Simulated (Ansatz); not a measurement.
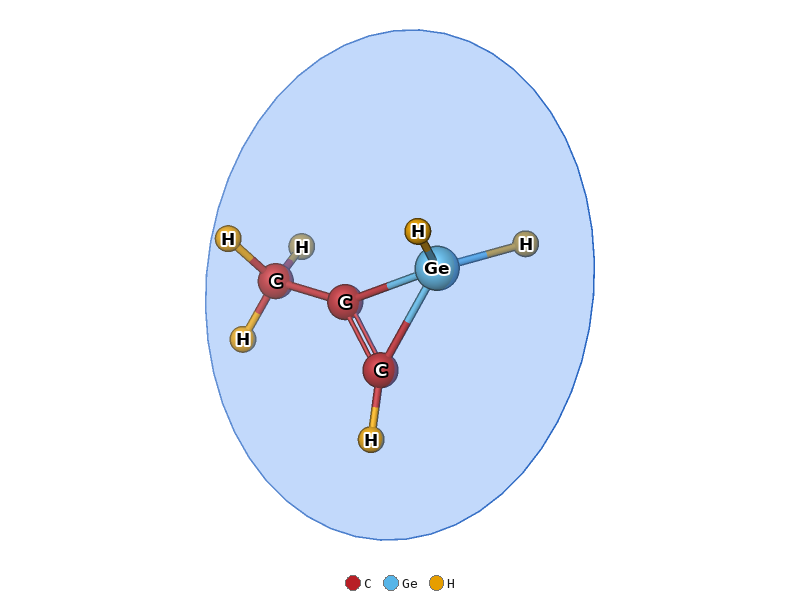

All proper rotation axes (lines) and mirror planes (discs) of the structure are drawn in. Atoms fade into the background with distance from the viewer. Computed geometry: PBE0-D4/def2-TZVP optimisation. No frequency run is at hand to confirm it as a minimum.

> Name the symmetry elements and the point group.

It has 1 mirror plane. Point group Cs. The group has 2 operations. The geometry is achiral, and symmetry allows a dipole moment.
